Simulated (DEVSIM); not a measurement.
Device: Schottky contact on n-type GaN, at 400 K.

```csv
layer (left to right),material,thickness (μm),Nd (cm⁻³),τn (s),τp (s)
1,GaN,0.440,2.1e17,2.5e-8,2.5e-8
2,GaN,0.950,1.2e18,2.5e-8,2.5e-8
```

Left contact: Schottky, work function 5.06 eV, emission velocity 2.8e6 cm/s. Right contact: ohmic. Voltage is applied to the left contact. Recombination: SRH at mid-gap. Mobility is μmin + (μ − μmin)/(1 + (N/Nref)^α).

Constants are typed, rounded textbook-type inputs, not results; the design itself was drawn at random and stands for no fabricated device. Values at 300 K; Nc and Nv go as T^1.5, mobilities as T to minus their exponent, the gap by Varshni's rule with the affinity fixed.

```tsv
parameter	GaN
gap (eV)	3.43
affinity (eV)	4.1
permittivity	9.5
Nc (cm⁻³)	2.3e18
Nv (cm⁻³)	4.6e19
μn (cm²/Vs)	1200
μp (cm²/Vs)	100
μn,min	55
μp,min	3
Nref,n	2e17
Nref,p	3e17
αn	1
αp	2
T exponent of μn	1.5
T exponent of μp	2
Varshni α (eV/K)	0.00091
Varshni β (K)	830
```

Model (solved in DEVSIM): 1D drift-diffusion, Boltzmann statistics, complete ionisation; no tunnelling, impact ionisation, image-force lowering or self-heating. Metal contacts follow the ideal Schottky-Mott rule: no Fermi-level pinning, no interface dipoles.

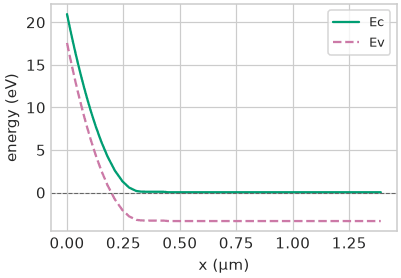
Figure: Band edges at -20.0 V on the left contact

Energies count from the Fermi level of the right contact; mesh points crowd at the junctions.

```tsv
x (μm)	Ec (eV)	Ev (eV)	n (cm⁻³)	p (cm⁻³)	field (V/cm)
0.000	20.960	17.576	15000	< 1e2	-1300000
0.01476	19.098	15.714	16000	< 1e2	-1200000
0.03758	16.392	13.008	17000	< 1e2	-1100000
0.07283	12.619	9.235	20000	< 1e2	-1000000
0.1514	6.000	2.616	29000	< 1e2	-690000
0.2455	1.325	-2.059	66000	< 1e2	-310000
0.3288	0.109	-3.275	1.5e17	< 1e2	-12000
0.3897	0.097	-3.287	2.1e17	< 1e2	-180
0.4170	0.095	-3.290	2.3e17	< 1e2	-3100
0.4347	0.077	-3.308	3.8e17	< 1e2	-25000
0.4479	0.040	-3.344	1.1e18	< 1e2	-7100
0.4764	0.037	-3.347	1.2e18	< 1e2	≈ 0
0.5129	0.037	-3.347	1.2e18	< 1e2	≈ 0
0.5710	0.037	-3.347	1.2e18	< 1e2	≈ 0
0.7050	0.037	-3.347	1.2e18	< 1e2	≈ 0
0.8767	0.037	-3.347	1.2e18	< 1e2	≈ 0
1.076	0.037	-3.347	1.2e18	< 1e2	≈ 0
1.202	0.037	-3.347	1.2e18	< 1e2	≈ 0
1.300	0.037	-3.347	1.2e18	< 1e2	≈ 0
1.343	0.037	-3.347	1.2e18	< 1e2	≈ 0
1.370	0.037	-3.347	1.2e18	< 1e2	≈ 0
1.390	0.037	-3.347	1.2e18	< 1e2	≈ 0
```
